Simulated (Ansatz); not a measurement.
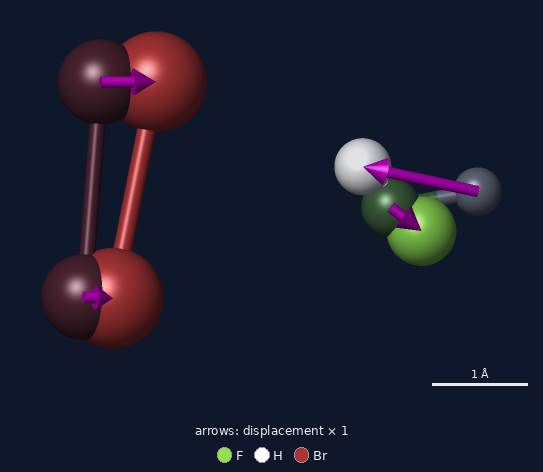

A relaxation of HBr$_{2}$F (coarse preliminary run). The starting structure is drawn faded, the final one solid; purple arrows show the displacements, at their true length. The two geometries are superimposed by the best rigid fit.

The picture is a ball-and-stick view, seen at a tilt.

The calculation used Ansatz 0.2.0, RKS PBE-D4/def2-SVP. Set-up: force threshold 0.03 eV/Å; at most 250 steps.

> Atoms of which element are displaced furthest, and by how much?

Hydrogen: up to 1.27 Å, against 0.60 Å for bromine.

> Describe the change and its energy.

The energy falls by 0.134 eV in 18 accepted moves (23 points after the start). Largest force component: 0.74 eV/Å at the start, 0.025 eV/Å at the end. The line search rejected the trial steps at points 2, 7, 13, 17, 22 of the run. The forces were under the threshold at step 21, but the run went on from there. The atom that moves furthest after the best rigid fit is the H atom (1.27 Å). By element the largest moves are H 1.27 Å, Br 0.60 Å, F 0.41 Å. Among the contacts that change: Br–Br 2.273 → 2.328 Å, F–H 0.932 → 0.938 Å.

Limits of the set-up: the start holds two separate molecules, 3.5 Å apart at their closest, whose relative position is a soft coordinate.
